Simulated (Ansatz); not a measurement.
Cost and result by functional for the adsorption energy of H on the 1x1 (111) surface of fcc Rh, one in a 2x2 cell, started at the site 'hollow Rh-Rh-Rh over Rh at depth 4.4 Å', in Ansatz (plane waves, PAW). Single points on the PBE structure, on one kind of machine; costs are rough ratios of the slab run's core time (references not counted) to the cheapest single point. r2SCAN's cost holds its higher cutoff (500 against 420 eV). Differences are taken against r2SCAN for comparison alone: no measured value is at hand, so the table doesn't rank accuracy.

Set-up: 17 atoms, 6.5 Å thick at the start under the adsorbate (thin: gaps and levels are the slab's own); mesh 6x6x1; 0.1 eV smearing; dipole correction on; 8 atoms held, the rest relaxed; start symmetry kept, larger cells not searched; no spin, no spin-orbit, no U, no dispersion correction. At the end it is bonded to 3 Rh. In PBE it is, or lies within 0.03 eV of, the lowest of the starts that converged. These notes are the PBE run's. Adsorption energies are against ½ H2(g). A negative adsorption energy means that the adsorbate is more stable on the surface than in its reference.

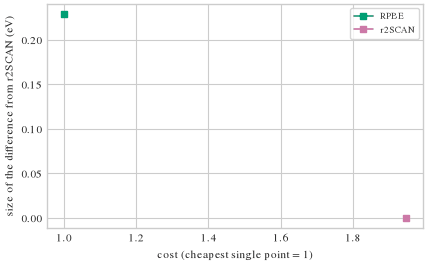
Figure: Difference from r2SCAN against cost

```
functional                     relative cost  adsorption energy (eV)  less r2SCAN (eV)
-----------------------------  -------------  ----------------------  ----------------
RPBE                                       1                   -0.38              0.23
r2SCAN                                     2                   -0.61              0.00
PBE (the relaxed run's value)              –                   -0.55              0.06
```

The values span 0.23 eV, while the single points' costs differ by a factor of roughly 2. Differences are of unrounded values.

Ansatz is a program for electronic structure.
